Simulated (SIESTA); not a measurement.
Band structure of TlBr (Fm-3m, 2 atoms in the cell).

```
CELL_PARAMETERS angstrom
      0.00000     3.34204     3.34204
      3.34204     0.00000     3.34204
      3.34204     3.34204     0.00000
ATOMIC_POSITIONS crystal
  Tl 0.00000 0.00000 0.00000
  Br 0.50000 0.50000 0.50000
```

Method: LDA PW92, numerical atomic orbitals TZP, PseudoDojo LDA standard norm-conserving potentials (rewritten from UPF to PSML) in SIESTA 5.4.2.

Settings: XC.functional = LDA; XC.authors = PW92; potentials = PseudoDojo LDA standard; PAO.BasisSize = TZP; PAO.EnergyShift = 0.005 Ry; MeshCutoff = 400 Ry; kgrid.MonkhorstPack = 6 6 6; OccupationFunction = FD; ElectronicTemperature = 10 K; MaxSCFIterations = 150; SCF.Mixer.Method = Pulay; SCF.Mixer.Weight = 0.1; SCF.Mixer.History = 8; SCF.DM.Tolerance = 1.0E-05.

The starting cell comes from a database of computed structures (which also holds hypothetical and non-ambient phases and stackings), without a prior relaxation at this level. Spin-orbit coupling is off. Values carry the incompleteness of an atom-centred basis.

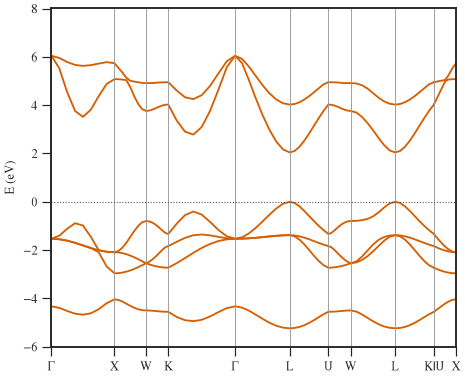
Fig. 1. Bands along the path, energies from the top of the valence band on the path.

**Question.** Read off roughly the gap and where its edges lie.

**Answer.** The gap along the path is about 2.0 eV (computed: 2.04 eV), direct at L to within 0.01 eV.

Levels in eV from the top of the valence band on the path, bands 7 to 11:
| point | 7 | 8 | 9 | 10 | 11 |
|---|---|---|---|---|---|
| Γ | -4.33 | -1.53 | -1.53 | -1.53 | 6.04 |
| X | -4.04 | -2.96 | -2.09 | -2.09 | 5.08 |
| W | -4.50 | -2.55 | -2.55 | -0.80 | 3.76 |
| K | -4.56 | -2.73 | -1.84 | -1.33 | 4.02 |
| L | -5.24 | -1.38 | -1.38 | 0.00 | 2.04 |
| U | -4.56 | -2.73 | -1.84 | -1.33 | 4.02 |

Higher empty bands are left out: an atom-centred basis made for the valence describes them poorly.
